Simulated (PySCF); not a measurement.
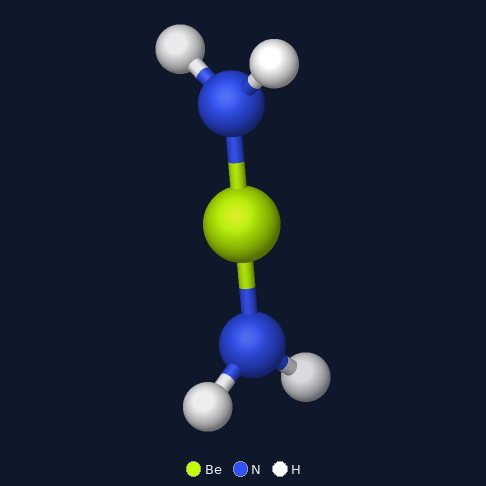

Computed geometry: PBE0-D3(BJ)/def2-SVP optimisation. No frequency run is at hand to confirm it as a minimum.

Draw it as a skeletal formula.

SMILES: [NH2][Be][NH2]

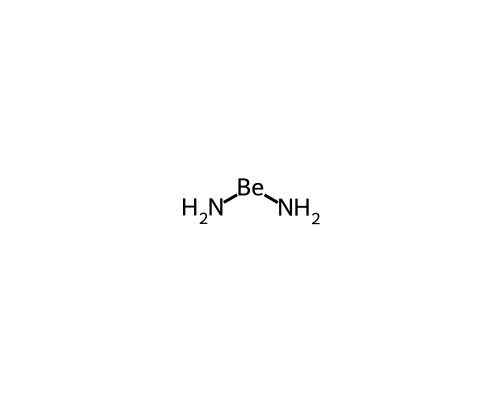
